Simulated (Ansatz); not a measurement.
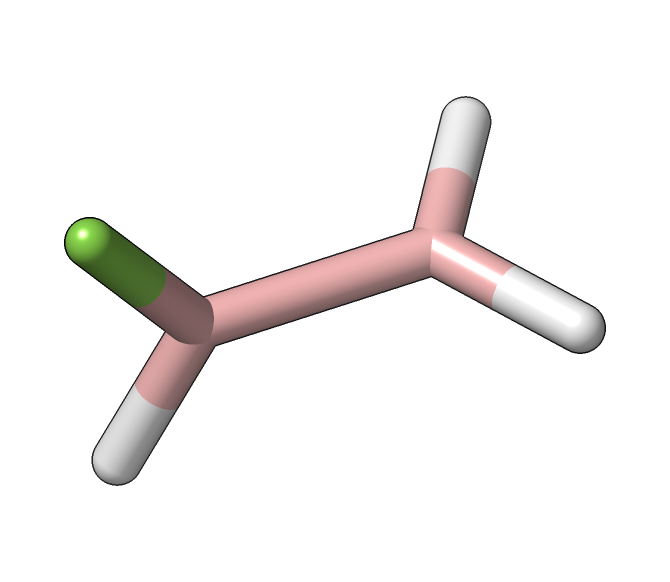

A stick model of a molecule. Colours: boron pink, fluorine green, hydrogen white.

The geometry was computed by an optimisation with PBE0-D4/def2-TZVP. No frequency run is at hand to confirm it as a minimum.

Question: Count the atoms of each element.

Answer: B2FH3, 6 atoms: 2 boron, 1 fluorine and 3 hydrogen.

Question: How many bonds of each kind are drawn?

Answer: 3 B–H, 1 B–B, 1 B–F. Sticks follow a distance rule.

Question: How many atoms are distinct by symmetry?

Answer: 5: 1 B, 1 B, 1 F, 1 H, 2 H.

The parts below concern this one geometry. Atoms keep their numbers from picture to picture.

**Geometry**

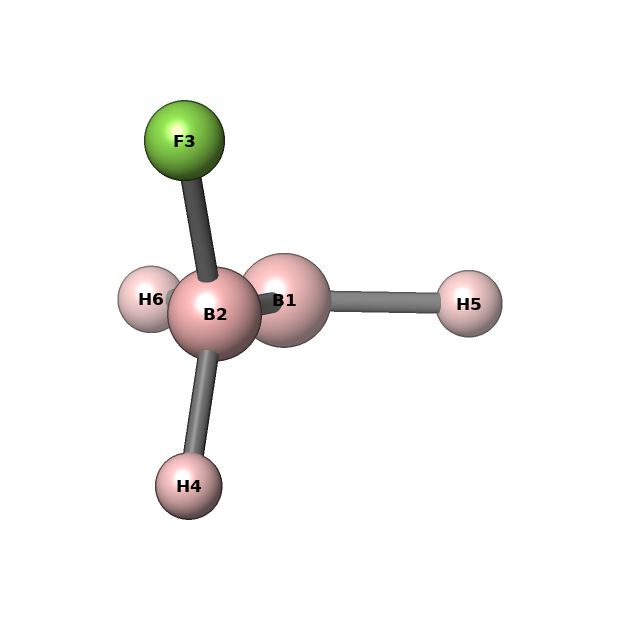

B1 lies behind B2. The molecule seen a little off the B2–B1 bond, B2 in front. Distant atoms are faded towards the background colour. No frequency run is at hand to confirm it as a minimum.

Question: What is the torsion angle F3–B2–B1–H5? The sign is positive where the front bond must turn clockwise to cover the back bond.

Answer: 92°, about perpendicular.

**Electronic properties**

No frequency run is at hand to confirm it as a minimum. Level of theory: RKS PBE0-D4/def2-TZVPP (Ansatz 0.2.0).

Computed properties:

- HOMO energy (Kohn–Sham orbital): −8.30 eV
- LUMO energy (Kohn–Sham orbital): −2.20 eV
- HOMO–LUMO gap: 6.10 eV

**Dipole moment**

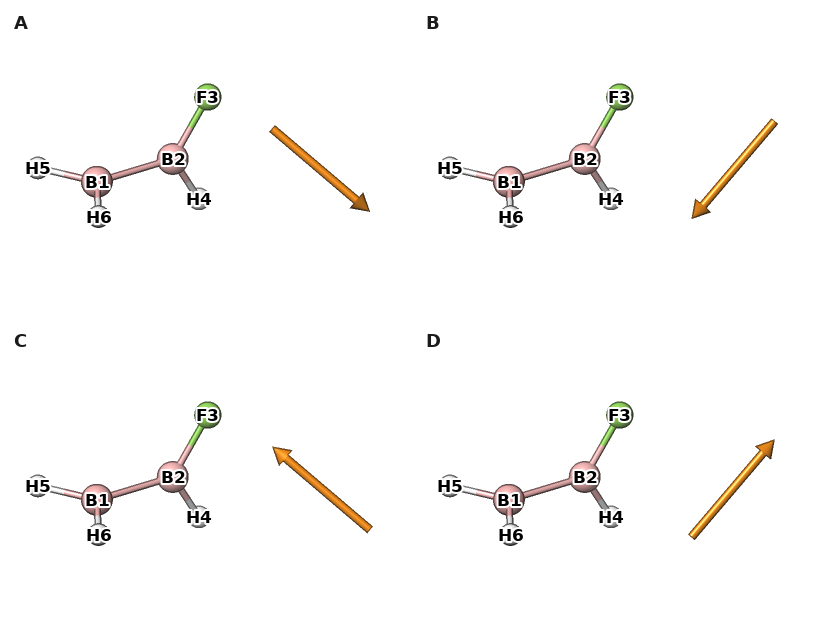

The same molecule four times, each with an arrow. No frequency run is at hand to confirm it as a minimum. Level of theory: RKS PBE0-D4/def2-TZVP (Ansatz 0.2.0).

Question: Which arrow points along the dipole moment, from the negative to the positive end?

Answer: B. The dipole moment is 0.86 D; it points from the side of F3 to the side of H5, H6 (the outermost atoms at the two ends).

**Charges**

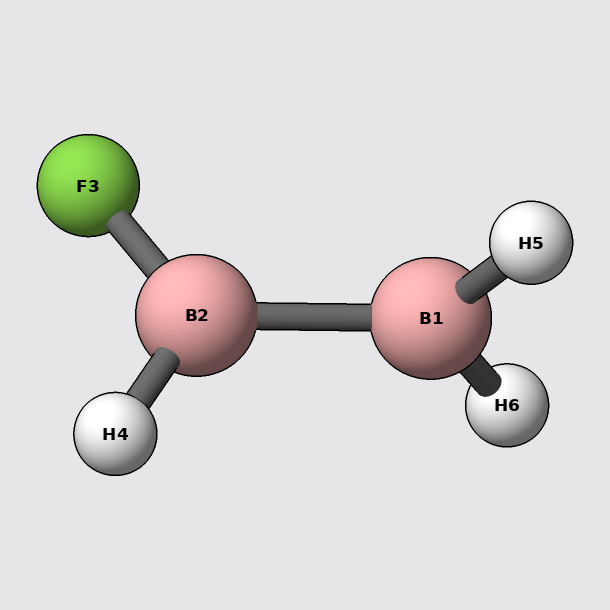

The questions are on Mulliken charges. No frequency run is at hand to confirm it as a minimum. Properties computed with RKS PBE0-D4/def2-TZVP (Ansatz 0.2.0).

List the Mulliken charges.

```tsv
atom	value (e)
B1	−0.07
B2	0.22
F3	−0.22
H4	−0.01
H5	0.04
H6	0.04
```

Mulliken values depend strongly on the basis set and can even reverse the polarity of a bond.
